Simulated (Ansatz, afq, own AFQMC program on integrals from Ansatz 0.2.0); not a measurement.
# H₃O (doublet): AFQMC on the coupled-cluster ladder at distance O1–H3 along a hydrogen transfer = 0.960 Å, cc-pVTZ

Aim: compute H₃O (doublet) with auxiliary-field quantum Monte Carlo on the same integrals as coupled cluster, and set the energies side by side.

Computed with Ansatz 0.2.0, Gaussian basis, and an in-house AFQMC program (afq) on its integrals; all values are calculated. Level: cc-pVTZ, frozen cores.

The runs, in order: PBE (unrestricted); r2SCAN (unrestricted); PBE0 (unrestricted); B3LYP (unrestricted); CCSD(T) on UHF; wB97M-V (unrestricted); B2PLYP (unrestricted); CCSDT(Q) on UHF; Phaseless AFQMC, CISD trial on UHF; Phaseless AFQMC, single-determinant trial on UHF.

### 1 What is computed

The geometry derives from fragments relaxed apart (PBE0/def2-TZVP) and kept rigid, so it is no stationary point. A hydrogen atom is moved between rigid fragments.

4 atoms, charge 0, spin multiplicity 2.

Atoms are counted from 1 here; the program's logs count them from 0.

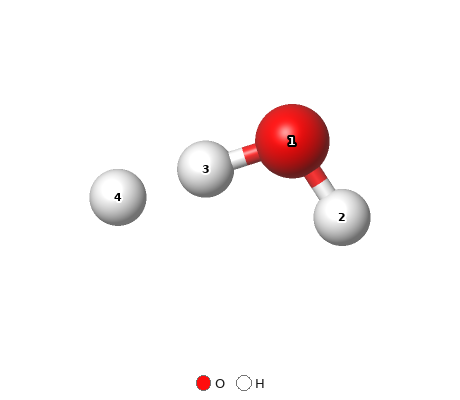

The geometry (oxygen red, hydrogen white); atoms are numbered from 1 in the order of the file.

Geometry (Å):

```csv
atom,x (Å),y (Å),z (Å)
O1,-0.1399,-0.0491,0.0000
H2,-0.3893,0.8775,0.0000
H3,0.8196,-0.0491,0.0000
H4,1.7911,-0.0491,0.0000
```

### 2 PBE (unrestricted)

Contents of in.yaml:

```yaml
crystal:
  periodic: [false, false, false]
  atoms:
    - {symbol: O, position_ang: [-0.139944, -0.049094, 0.000000]}
    - {symbol: H, position_ang: [-0.389254, 0.877481, 0.000000]}
    - {symbol: H, position_ang: [0.819585, -0.049094, 0.000000]}
    - {symbol: H, position_ang: [1.791056, -0.049094, 0.000000]}
basis:
  gaussian: {orbitals: cc-pVTZ}
magnetization: {spin_polarized: true, initial_magnetization: 1}
hamiltonian: {xc: {name: PBE}}
output: {orbitals: {seedname: orbitals}}
```

The run is started by

```bash
> ansatz run in.yaml --threads 1 --pin off --events-out ev --progress --plain --max-ram 8192MiB --backend cpu
```

Output:

```text
Functional definition: PBE
  name "PBE"
  cite "Perdew, Burke & Ernzerhof, Phys. Rev. Lett. 77, 3865 (1996) doi:10.1103/PhysRevLett.77.3865"
  parent pbe
  parameter kappa = 0.804
  parameter beta = 0.06672455060314922
  exchange = pbe_x(kappa = kappa, mu = beta*pi^2/3)
  correlation = pbe_c(beta = beta)
347 factors; their error is unknown
mean field evaluation 1: about -2086.1163 eV, gradient 4.1e1 eV
mean field evaluation 2: about -2059.2317 eV, gradient 8.5e1 eV
mean field evaluation 4: about -2091.2514 eV, gradient 3.2e0 eV
mean field evaluation 8: about -2091.3000 eV, gradient 3.0e-2 eV
mean field evaluation 16: about -2091.2924 eV, gradient 7.9e-6 eV
mean field -2091.29239257 eV, -76.8535778981 hartree, gradient 8.1e-6 eV, S^2 0.752200; 0 other end points of the search recorded, 0 dependent functions left out
reference -2091.29241719 eV, -76.8535788029 hartree; 6, 5 occupied and 66, 67 virtual orbitals, 347 factors
Total energy: -2091.29241719 eV, -76.8535788029 hartree
```

It took 0.7 s on 1 thread of AMD EPYC 7R13 (Zen 3), shared host; peak memory 0.72 GiB.

From the report: ⟨S²⟩ of the determinant 0.752 (pure doublet: 0.75).

### 3 r2SCAN (unrestricted)

Changes to in.yaml since step 2:

```diff
@@ -10,3 +10,2 @@
 magnetization: {spin_polarized: true, initial_magnetization: 1}
-hamiltonian: {xc: {name: PBE}}
-output: {orbitals: {seedname: orbitals}}
+hamiltonian: {xc: {name: r2SCAN}}
```

Launched as before.

Output:

```text
Functional definition: r2SCAN
  name "r2SCAN"
  cite "Furness, Kaplan, Ning, Perdew & Sun, J. Phys. Chem. Lett. 11, 8208 (2020) doi:10.1021/acs.jpclett.0c02405"
  cite "Furness, Kaplan, Ning, Perdew & Sun, J. Phys. Chem. Lett. 11, 9248 (2020) doi:10.1021/acs.jpclett.0c03077"
  parent r2scan
  parameter k0 = 0.174
  parameter k1 = 0.065
  parameter a1 = 4.9479
  exchange = r2scan_x(k0 = k0, k1 = k1, a1 = a1)
  correlation = r2scan_c
347 factors; their error is unknown
mean field evaluation 1: about -2088.1319 eV, gradient 3.8e1 eV
mean field evaluation 2: about -2068.4626 eV, gradient 7.3e1 eV
mean field evaluation 4: about -2092.5765 eV, gradient 2.3e0 eV
mean field evaluation 8: about -2092.5924 eV, gradient 1.7e-1 eV
mean field evaluation 16: about -2092.5925 eV, gradient 1.9e-5 eV
mean field -2092.59245907 eV, -76.9013544608 hartree, gradient 1.9e-5 eV, S^2 0.753901; 0 other end points of the search recorded, 0 dependent functions left out
reference -2092.59246777 eV, -76.9013547805 hartree; 6, 5 occupied and 66, 67 virtual orbitals, 347 factors
Total energy: -2092.59246777 eV, -76.9013547805 hartree
```

Run time: 1.1 s. Hardware: 1 thread of AMD EPYC 7R13 (Zen 3), shared host; peak memory 0.72 GiB.

From the report: ⟨S²⟩ of the determinant 0.754 (pure doublet: 0.75).

### 4 PBE0 (unrestricted)

Changes to in.yaml since step 3:

```diff
@@ -10,2 +10,3 @@
 magnetization: {spin_polarized: true, initial_magnetization: 1}
-hamiltonian: {xc: {name: r2SCAN}}
+hamiltonian: {xc: {name: PBE0}}
+output: {orbitals: {seedname: orbitals}}
```

Same command.

Output:

```text
Functional definition: PBE0
  name "PBE0"
  cite "Adamo & Barone, J. Chem. Phys. 110, 6158 (1999) doi:10.1063/1.478522"
  cite "Perdew, Burke & Ernzerhof, Phys. Rev. Lett. 77, 3865 (1996) doi:10.1103/PhysRevLett.77.3865"
  parent pbe
  parameter a = 0.25
  parameter kappa = 0.804
  parameter beta = 0.06672455060314922
  exchange = (1 - a)*pbe_x(kappa = kappa, mu = beta*pi^2/3) + a*exact_x
  correlation = pbe_c(beta = beta)
347 factors; their error is unknown
mean field evaluation 1: about -2087.5456 eV, gradient 3.4e1 eV
mean field evaluation 2: about -2081.7236 eV, gradient 5.2e1 eV
mean field evaluation 4: about -2091.2909 eV, gradient 5.7e-1 eV
mean field evaluation 8: about -2091.2906 eV, gradient 1.5e-1 eV
mean field evaluation 16: about -2091.2906 eV, gradient 3.6e-5 eV
mean field -2091.29063168 eV, -76.8535131865 hartree, gradient 3.6e-5 eV, S^2 0.753717; 0 other end points of the search recorded, 0 dependent functions left out
reference -2091.29065052 eV, -76.8535138788 hartree; 6, 5 occupied and 66, 67 virtual orbitals, 347 factors
Total energy: -2091.29065052 eV, -76.8535138788 hartree
```

Wall time 0.73 s (1 thread of AMD EPYC 7R13 (Zen 3), shared host); peak memory 0.72 GiB.

From the report: ⟨S²⟩ of the determinant 0.754 (pure doublet: 0.75).

### 5 B3LYP (unrestricted)

Changes to in.yaml since step 4:

```diff
@@ -10,3 +10,2 @@
 magnetization: {spin_polarized: true, initial_magnetization: 1}
-hamiltonian: {xc: {name: PBE0}}
-output: {orbitals: {seedname: orbitals}}
+hamiltonian: {xc: {name: B3LYP}}
```

Same command.

Output, shortened:

```text
Functional definition: B3LYP
  name "B3LYP"
  cite "Stephens, Devlin, Chabalowski & Frisch, J. Phys. Chem. 98, 11623 (1994) doi:10.1021/j100096a001"
  cite "Becke, Phys. Rev. A 38, 3098 (1988) doi:10.1103/PhysRevA.38.3098"
  cite "Lee, Yang & Parr, Phys. Rev. B 37, 785 (1988) doi:10.1103/PhysRevB.37.785"
  cite "Vosko, Wilk & Nusair, Can. J. Phys. 58, 1200 (1980) doi:10.1139/p80-159"
[...]
347 factors; their error is unknown
[...]
mean field -2093.72129836 eV, -76.9428385394 hartree, gradient 8.0e-6 eV, S^2 0.753338; 0 other end points of the search recorded, 0 dependent functions left out
reference -2093.72145046 eV, -76.9428441291 hartree; 6, 5 occupied and 66, 67 virtual orbitals, 347 factors
Total energy: -2093.72145046 eV, -76.9428441291 hartree
```

Wall time 0.73 s (1 thread of AMD EPYC 7R13 (Zen 3), shared host); peak memory 0.72 GiB.

From the report: ⟨S²⟩ of the determinant 0.753 (pure doublet: 0.75).

### 6 CCSD(T) on UHF

Changes to in.yaml since step 5:

```diff
@@ -10,2 +10,2 @@
 magnetization: {spin_polarized: true, initial_magnetization: 1}
-hamiltonian: {xc: {name: B3LYP}}
+correlation: {method: ccsd_t, electrons: outside_noble_gas, hamiltonian_folder: ham}
```

The run is started by

```bash
> ansatz run in.yaml --threads 1 --pin off --events-out ev --progress --plain --max-ram 24576MiB --backend cuda --devices 0, --max-vram 18GiB
```

Output, shortened:

```text
Functional definition: HF
  name "HF"
  cite "Fock, Z. Phys. 61, 126 (1930) doi:10.1007/BF01340294"
  parent pbe
[...]
410 factors; integrals over basis functions are off by at most 1.3e-3 eV
[...]
mean field -2082.19245655 eV, -76.5191614176 hartree, gradient 1.4e-6 eV, S^2 0.760375; 1 other end points of the search recorded, 0 dependent functions left out
determinant -2082.19245655 eV, -76.5191614176 hartree, with singles and doubles -2089.78784568 eV, -76.7982868195 hartree
determinant -2079.04238337 eV, -76.4033983634 hartree, with singles and doubles -2086.13623916 eV, -76.6640927552 hartree
1 core orbitals not correlated: weight in the atoms' cores, before any rotation towards them, 1.000 or more for the frozen orbitals, at most 0.000 for the correlated occupied ones
reference -2082.19245655 eV, -76.5191614176 hartree; 5, 4 occupied and 66, 67 virtual orbitals, 410 factors
second order -7.34697494 eV of doubles, -0.00000000 eV of singles
cycle   1  -7.54295008 eV  change   -7.1e-1 eV  update   1.4e-2
[...]
cycle   9  -7.56205557 eV  change    8.0e-6 eV  update   5.7e-6
perturbative correction -0.22972491 eV, -0.0084422348 hartree
Total energy: -2089.98423704 eV, -76.8055040690 hartree
```

Run time: 4.5 s. Hardware: 1 × NVIDIA H100 80GB HBM3 with 1 thread of AMD EPYC 7R13 (Zen 3), shared host; peak host memory 0.81 GiB.

From the report: ⟨S²⟩ of the determinant 0.760 (pure doublet: 0.75); correlation -7.7918 eV; T1 0.012; largest double amplitude 0.03.

This run also writes the integrals to the folder ham.

### 7 wB97M-V (unrestricted)

Changes to in.yaml since step 6:

```diff
@@ -10,2 +10,3 @@
 magnetization: {spin_polarized: true, initial_magnetization: 1}
-correlation: {method: ccsd_t, electrons: outside_noble_gas, hamiltonian_folder: ham}
+hamiltonian: {xc: {name: wB97M-V}}
+output: {orbitals: {seedname: orbitals}}
```

The run is started by

```bash
> ansatz run in.yaml --threads 1 --pin off --events-out ev --progress --plain --max-ram 8192MiB --backend cpu
```

Output, shortened:

```text
Functional definition: wB97M-V
  name "wB97M-V"
  cite "Mardirossian & Head-Gordon, J. Chem. Phys. 144, 214110 (2016) doi:10.1063/1.4952647"
  cite "Becke, J. Chem. Phys. 107, 8554 (1997) doi:10.1063/1.475007"
  cite "Vydrov & Van Voorhis, J. Chem. Phys. 133, 244103 (2010) doi:10.1063/1.3521275"
  # Of w^i u^j: cxij and so on, Table III.
[...]
  gx(w, u) = 1 - cx + cx01*u + cx10*w
  gss(w, u) = css00 + css04*u^4 + css10*w + css20*w^2 + css43*w^4*u^3
  gos(w, u) = cos00 + cos10*w + (cos20 + cos21*u)*w^2 + (cos60 + cos61*u)*w^6
[...]
      + integral(e_c_pw_mod_opposite_spin*gos(b97_w_opposite, b97_u_opposite)) + vv10(b, c)
347 factors; their error is unknown
90 factors; integrals over basis functions are off by at most 2.0e-5 eV
[...]
mean field -2092.39971219 eV, -76.8942711434 hartree, gradient 3.5e-5 eV, S^2 0.752910; 0 other end points of the search recorded, 0 dependent functions left out
reference -2092.39973931 eV, -76.8942721401 hartree; 6, 5 occupied and 66, 67 virtual orbitals, 347 factors
Total energy: -2092.39973931 eV, -76.8942721401 hartree
```

Run time: 2.2 s. Hardware: 1 thread of AMD EPYC 7R13 (Zen 3), shared host; peak memory 0.72 GiB.

From the report: ⟨S²⟩ of the determinant 0.753 (pure doublet: 0.75).

### 8 B2PLYP (unrestricted)

Changes to in.yaml since step 7:

```diff
@@ -10,3 +10,3 @@
 magnetization: {spin_polarized: true, initial_magnetization: 1}
-hamiltonian: {xc: {name: wB97M-V}}
-output: {orbitals: {seedname: orbitals}}
+hamiltonian: {xc: {name: B2PLYP}}
+correlation: {electrons: outside_noble_gas}
```

Launched as before.

Output, shortened:

```text
Functional definition: B2PLYP
  name "B2PLYP"
  cite "Grimme, J. Chem. Phys. 124, 034108 (2006) doi:10.1063/1.2148954"
  cite "Becke, Phys. Rev. A 38, 3098 (1988) doi:10.1103/PhysRevA.38.3098"
  cite "Lee, Yang & Parr, Phys. Rev. B 37, 785 (1988) doi:10.1103/PhysRevB.37.785"
[...]
410 factors; integrals over basis functions are off by at most 1.3e-3 eV
[...]
mean field -2089.72707635 eV, -76.7960535879 hartree, gradient 9.6e-6 eV, S^2 0.756196; 0 other end points of the search recorded, 0 dependent functions left out
1 core orbitals not correlated: weight in the atoms' cores, before any rotation towards them, 1.000 or more for the frozen orbitals, at most 0.000 for the correlated occupied ones
reference -2089.72717325 eV, -76.7960571492 hartree; 5, 4 occupied and 66, 67 virtual orbitals, 410 factors
second order -8.76189343 eV of doubles, -0.00000000 eV of singles
Total energy: -2092.09288448 eV, -76.8829954332 hartree
```

Wall time 0.85 s (1 thread of AMD EPYC 7R13 (Zen 3), shared host); peak memory 0.72 GiB.

From the report: ⟨S²⟩ of the determinant 0.756 (pure doublet: 0.75).

### 9 CCSDT(Q) on UHF

Changes to in.yaml since step 8:

```diff
@@ -10,3 +10,2 @@
 magnetization: {spin_polarized: true, initial_magnetization: 1}
-hamiltonian: {xc: {name: B2PLYP}}
-correlation: {electrons: outside_noble_gas}
+correlation: {method: ccsdt_q, electrons: outside_noble_gas}
```

The run is started by

```bash
> ansatz run in.yaml --threads 1 --pin off --events-out ev --progress --plain --max-ram 24576MiB --backend cuda --devices 0, --max-vram 18GiB
```

Output, shortened:

```text
Functional definition: HF
  name "HF"
  cite "Fock, Z. Phys. 61, 126 (1930) doi:10.1007/BF01340294"
  parent pbe
[...]
870 factors; integrals over basis functions are off by at most 2.2e-7 eV
[...]
mean field -2082.19246209 eV, -76.5191616211 hartree, gradient 1.3e-6 eV, S^2 0.760375; 1 other end points of the search recorded, 0 dependent functions left out
determinant -2082.19246209 eV, -76.5191616211 hartree, with singles and doubles -2089.78787299 eV, -76.7982878234 hartree
determinant -2079.04238823 eV, -76.4033985418 hartree, with singles and doubles -2086.13626367 eV, -76.6640936560 hartree
1 core orbitals not correlated: weight in the atoms' cores, before any rotation towards them, 1.000 or more for the frozen orbitals, at most 0.000 for the correlated occupied ones
reference -2082.19246209 eV, -76.5191616211 hartree; 5, 4 occupied and 66, 67 virtual orbitals, 870 factors
second order -7.34699892 eV of doubles, -0.00000000 eV of singles
cycle   1  -7.37079184 eV  change   -2.4e-2 eV  update   5.7e-2
[...]
cycle  16  -7.79613266 eV  change   -9.5e-7 eV  update   4.3e-7
perturbative correction -0.01088288 eV, -0.0003999384 hartree
Total energy: -2089.99947763 eV, -76.8060641503 hartree
```

Wall time 6 s (1 × NVIDIA H100 80GB HBM3 with 1 thread of AMD EPYC 7R13 (Zen 3), shared host); peak host memory 0.84 GiB.

From the report: ⟨S²⟩ of the determinant 0.760 (pure doublet: 0.75); correlation -7.8070 eV; T1 0.012; largest double amplitude 0.03.

### 10 Phaseless AFQMC, CISD trial on UHF

It reads the integrals that the CCSD(T) run on this determinant wrote.

The run is started by

```bash
> afq ham --method phaseless --trial cisd --walkers 3100 --populations 20 --least-time 60 --time-step 0.005 --steps-per-block 50 --equilibration-blocks 28 --max-blocks 4000 --target-error 0.00018 --factor-cut 1e-05 --start spin_pure --seed 5905 --release-times 0.24,0.51,0.99,1.62,2.4 --release-step 0.03 --release-every 3 --taylor-order 6
```

Output:

```text
orbitals 71  electrons 5 4  factors 410 of 410
reference energy -76.51916142 Eh
CCSD correlation -0.27790054 Eh in 11 cycles, weight of the determinant in the CISD state 0.9321
energy of the start -76.796698 Eh
 block  time / (1/Eh)  mean weight  energy / Eh
     1     0.250  1.0000  -76.797571
     2     0.500  0.9995  -76.801046
     3     0.750  0.9997  -76.803535
     4     1.000  0.9996  -76.803936
     5     1.250  1.0007  -76.804875
     6     1.500  0.9998  -76.804797
     7     1.750  1.0006  -76.805984
     8     2.000  1.0004  -76.805674
     9     2.250  1.0001  -76.806222
    10     2.500  0.9995  -76.806569
    11     2.750  0.9999  -76.806057
    12     3.000  1.0002  -76.806647
    13     3.250  1.0001  -76.805441
    14     3.500  0.9999  -76.806022
    15     3.750  1.0000  -76.806050
    16     4.000  1.0001  -76.805179
    17     4.250  1.0001  -76.806592
    18     4.500  1.0003  -76.806354
    19     4.750  0.9997  -76.806443
    20     5.000  0.9999  -76.805918
    21     5.250  0.9998  -76.806181
    22     5.500  0.9993  -76.807178
    23     5.750  0.9996  -76.807658
    24     6.000  1.0001  -76.807709
    25     6.250  0.9995  -76.808580
    26     6.500  0.9996  -76.805674
    27     6.750  1.0000  -76.806375
    28     7.000  1.0003  -76.807258
    29     7.250  0.9999  -76.805741
    30     7.500  1.0000  -76.804984
    31     7.750  1.0003  -76.806297
    32     8.000  0.9999  -76.805479
    33     8.250  1.0002  -76.804911
    34     8.500  1.0001  -76.805452
    35     8.750  1.0005  -76.806008
    36     9.000  0.9999  -76.805443
    37     9.250  1.0001  -76.805557
    38     9.500  1.0000  -76.805759
    39     9.750  0.9999  -76.806461
    40    10.000  0.9996  -76.806730
    41    10.250  1.0005  -76.805608
    42    10.500  0.9998  -76.804908
    43    10.750  0.9999  -76.805861
    44    11.000  0.9997  -76.805315
    45    11.250  1.0001  -76.806095
    46    11.500  0.9996  -76.806853
    47    11.750  1.0000  -76.806551
    48    12.000  1.0001  -76.805757
    49    12.250  0.9997  -76.805643
    50    12.500  0.9998  -76.805994
    51    12.750  1.0001  -76.806746
    52    13.000  1.0001  -76.806760
    53    13.250  0.9998  -76.805590
    54    13.500  0.9993  -76.805558
    55    13.750  0.9998  -76.806439
    56    14.000  1.0002  -76.806021
    57    14.250  0.9996  -76.806217
    58    14.500  0.9999  -76.805873
    59    14.750  0.9997  -76.806625
    60    15.000  0.9997  -76.805325
    61    15.250  0.9999  -76.805951
    62    15.500  0.9998  -76.805344
    63    15.750  0.9995  -76.805689
    64    16.000  1.0003  -76.805395
    65    16.250  0.9996  -76.805033
    66    16.500  1.0003  -76.805409
    67    16.750  0.9999  -76.806532
    68    17.000  1.0003  -76.807100
    69    17.250  0.9990  -76.806114
    70    17.500  1.0002  -76.806048
    71    17.750  1.0002  -76.805930
    72    18.000  0.9998  -76.806732
    73    18.250  0.9996  -76.806836
    74    18.500  0.9999  -76.806066
    75    18.750  1.0004  -76.805080
    76    19.000  1.0001  -76.805952
    77    19.250  1.0000  -76.805965
    78    19.500  0.9997  -76.805493
error from the spread of 20 populations
released: time / (1/Eh)  energy / Eh  error  mean overlap
  0.24  -76.806086  0.000093  0.9918
  0.51  -76.806057  0.000139  0.9896
  0.99  -76.806087  0.000107  0.9873
  1.62  -76.806305  0.000118  0.9728
  2.40  -76.806057  0.000182  0.9606
energy -76.805905 +/- 0.000116 Eh
```

Run time: 1.9 min. Hardware: 1 × NVIDIA H100 80GB HBM3 with 2 threads of AMD EPYC 7R13 (Zen 3), shared host; peak host memory 1.5 GiB.

Energy -2089.9951 ± 0.0032 eV. Caveats: constraint bias not in the error.

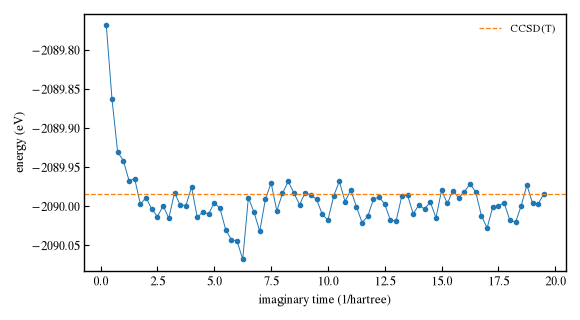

Block energies along the walk.

### 11 Phaseless AFQMC, single-determinant trial on UHF

It reads the integrals that the CCSD(T) run on this determinant wrote.

The run is started by

```bash
> afq ham --method phaseless --trial hf --walkers 3100 --populations 20 --least-time 40 --time-step 0.005 --steps-per-block 20 --equilibration-blocks 112 --max-blocks 4000 --target-error 0.0009000000000000001 --factor-cut 1e-05 --start spin_pure --seed 468 --taylor-order 6
```

Output:

```text
orbitals 71  electrons 5 4  factors 410 of 410
reference energy -76.51916142 Eh
CCSD correlation -0.27790054 Eh in 11 cycles, weight of the determinant in the CISD state 0.9321
energy of the start -76.519500 Eh
 block  time / (1/Eh)  mean weight  energy / Eh
     1     0.100  1.0017  -76.632023
     2     0.200  1.0021  -76.690200
     3     0.300  1.0032  -76.728900
     4     0.400  1.0027  -76.752493
     5     0.500  1.0013  -76.767813
     6     0.600  1.0015  -76.779401
     7     0.700  1.0006  -76.781463
     8     0.800  1.0010  -76.790086
     9     0.900  1.0003  -76.792487
    10     1.000  1.0006  -76.799252
    13     1.300  0.9998  -76.797191
    19     1.900  0.9999  -76.798457
    25     2.500  1.0004  -76.807440
    31     3.100  0.9997  -76.804401
    37     3.700  1.0005  -76.806586
    43     4.300  1.0002  -76.814016
    49     4.900  0.9996  -76.805503
    55     5.500  1.0005  -76.812563
    61     6.100  0.9998  -76.816022
    67     6.700  0.9999  -76.806981
    73     7.300  1.0011  -76.816754
    79     7.900  0.9999  -76.807940
    85     8.500  1.0004  -76.802892
    91     9.100  0.9998  -76.809811
    97     9.700  1.0000  -76.806298
   103    10.300  0.9994  -76.807195
   109    10.900  0.9996  -76.812349
   115    11.500  1.0005  -76.808718
   121    12.100  0.9999  -76.805428
   127    12.700  1.0002  -76.804898
   133    13.300  0.9997  -76.800278
   139    13.900  1.0003  -76.813817
   145    14.500  0.9997  -76.809568
   151    15.100  1.0002  -76.807109
   157    15.700  0.9998  -76.809947
   163    16.300  0.9997  -76.808135
   169    16.900  1.0004  -76.808772
   175    17.500  1.0005  -76.808979
   181    18.100  1.0002  -76.809174
   187    18.700  1.0008  -76.806733
   193    19.300  0.9994  -76.805638
   199    19.900  1.0002  -76.819312
   205    20.500  1.0002  -76.808151
   211    21.100  1.0003  -76.801652
   217    21.700  1.0000  -76.806037
   223    22.300  1.0003  -76.794110
   229    22.900  0.9996  -76.812349
   235    23.500  0.9996  -76.812442
   241    24.100  1.0000  -76.806500
error from the spread of 20 populations
energy -76.807327 +/- 0.000849 Eh
```

Wall time 57 s (1 × NVIDIA H100 80GB HBM3 with 2 threads of AMD EPYC 7R13 (Zen 3), shared host); peak host memory 1.6 GiB.

Energy -2090.0338 ± 0.0231 eV. Caveats: constraint bias not in the error.

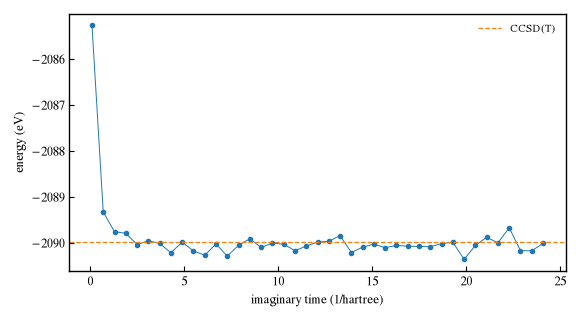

Block energies along the walk.

### 12 AFQMC on the ladder

On the UHF determinant, counted from CCSDT(Q) (a yardstick, not exact):

```csv
level,energy (eV),from CCSDT(Q) (meV),statistical error (meV),time
HF,-2082.1925,+7807.0,,
MP2,-2089.5394,+460.0,,
CCSD,-2089.7545,+245.0,,
CCSD(T),-2089.9842,+15.2,,
CCSDT(Q),-2089.9995,0.0,,
"Phaseless AFQMC, CISD trial, step 0.005, 3100 walkers",-2089.9951,+4.3,3.2,1.9 min
"Phaseless AFQMC, single-determinant trial, step 0.005, 3100 walkers",-2090.0338,-34.4,23.1,57 s
```

The functionals' totals stand on their own zeros and serve differences with other points: PBE -2091.292 eV; r2SCAN -2092.592 eV; PBE0 -2091.291 eV; B3LYP -2093.721 eV; wB97M-V -2092.400 eV; B2PLYP -2092.093 eV.

### 13 Results

| quantity | value |
| --- | --- |
| CCSD(T) on UHF from CCSDT(Q) | +15.2 meV |
| Phaseless AFQMC, CISD trial on UHF from CCSDT(Q) | +4.3 ± 3.2 meV |
| Phaseless AFQMC, single-determinant trial on UHF from CCSDT(Q) | -34.4 ± 23.1 meV |

**Reading.** On UHF the phaseless walk with the CISD trial lies +4.3 meV from CCSDT(Q), within three error bars. Error bars are statistical and leave out the constraint, the time step and what remains of the start.
